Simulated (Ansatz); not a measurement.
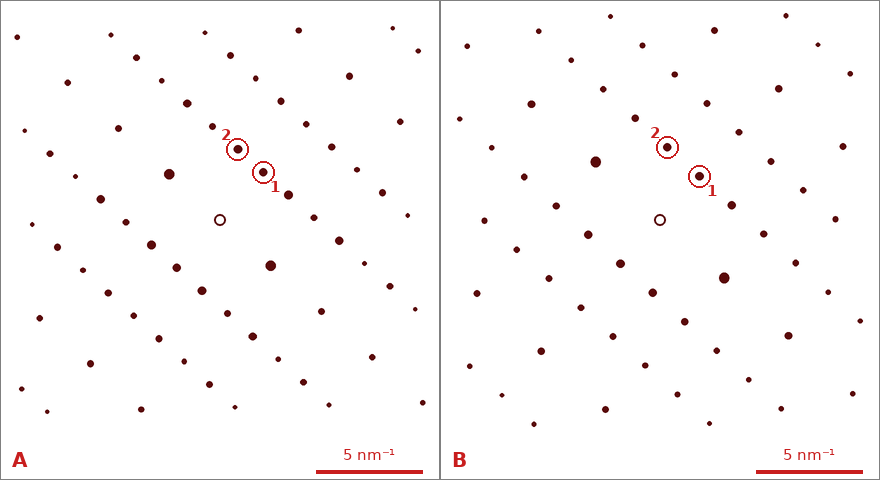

Kinematic electron diffraction patterns (200 kV, B = 0.5 Å², same scale) along [010] of the run's own cell, for the start and the end of one relaxation of YbC with DFT PBE, scalar-relativistic, plane waves, PAW (Ansatz 0.2.0). k mesh 10×10×6. The start is a generated model structure, and the relaxation ends in the nearest stationary point of its symmetry, not necessarily the ground state. Spot 1 is -1 0 0 and spot 2 is -1 0 1 in both.

Start structure:

```yaml
crystal:
  lattice:
    - [3.78472, 0.00000, 0.00000]
    - [-1.89236, 3.27766, 0.00000]
    - [0.00000, 0.00000, 6.19850]
  atoms:
    - { symbol: Yb, position: [0.66667, 0.33333, 0.00000] }
    - { symbol: Yb, position: [0.33333, 0.66667, 0.50000] }
    - { symbol: C, position: [0.66667, 0.33333, 0.62520] }
    - { symbol: C, position: [0.33333, 0.66667, 0.12520] }
```

> Which pattern belongs to the start structure, and which to the relaxed one?

A is the start: its cell gives d(1) = 3.278 Å, d(2) = 2.898 Å and an angle of 27.9°. B is the relaxed structure, with d(1) = 3.585 Å (+9.4 %), d(2) = 2.891 Å (-0.2 %) and 36.2°.

> Name reflections whose intensity changes strongly on relaxation.

1 0 3 goes from 39 to 14 % of the strongest spot; 2 0 3 goes from 20 to 9.2 % of the strongest spot.

> What did the relaxation do to the structure and the energy?

The volume changed by -5.6 % to 18.14 Å³ an atom; with the mean shift removed, the atoms moved by up to 0.31 Å relative to the cell (Yb most); the space group went from P6_3mc (No. 186) to P6_3/mmc (No. 194); the free energy fell by 200 meV an atom. Relaxed cell: a = 4.139 Å, b = 4.139 Å, c = 4.890 Å, α = 90.00°, β = 90.00°, γ = 120.00°.
